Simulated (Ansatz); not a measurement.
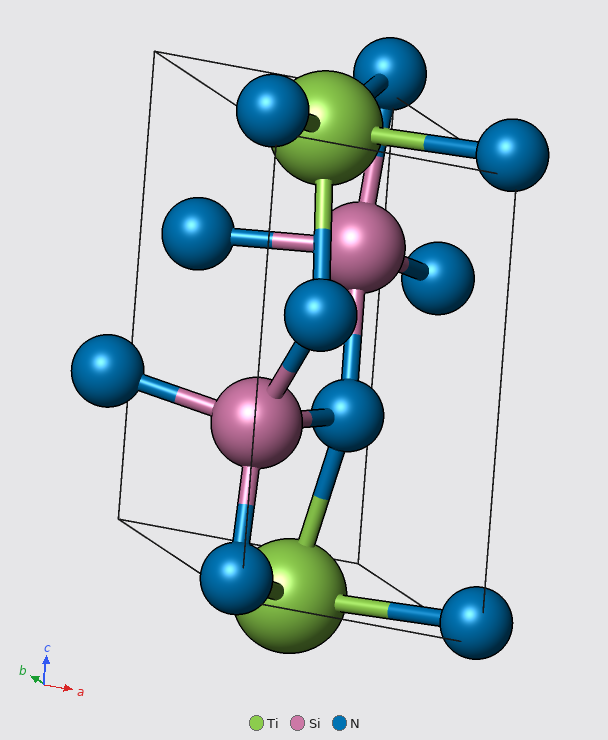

Crystal structure, ball-and-stick style, seen slightly off an axis. One cell (the run's own, in a reduced setting) is framed, with atoms on its boundary repeated. Some atoms of the next cells are drawn as well.

```
CELL_PARAMETERS angstrom
0.00000 2.90653 0.00000
-0.77072 0.00000 3.73438
5.48660 -1.45327 -0.01734
ATOMIC_POSITIONS crystal
Ti 0.48122 0.53419 0.96244
Si 0.84074 0.87891 0.68147
Si 0.17116 0.30614 0.34232
N 0.01745 0.07925 0.03491
N 0.68068 0.56859 0.36135
N 0.30810 0.13290 0.61621
```

Calculation details: DFT PBE, scalar-relativistic, plane waves, PAW in Ansatz; a basis cut at 420 eV, k-points about 0.17 Å⁻¹ apart, Gaussian smearing of 0.1 eV, no spin polarisation.

What charge does Bader's analysis assign to each element?

Answer. Ti +1.47 e; Si +2.08 to +3.06 e; N -2.28 to -2.07 e.

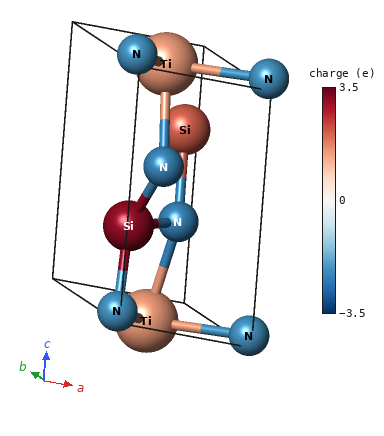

The atoms coloured by those charges.

It goes back to a structure type filled with these elements by a generator (whether the compound takes this form wasn't checked). Earlier steps of the study may have refined or changed the cell and positions. A calculation with Ansatz used it as input.
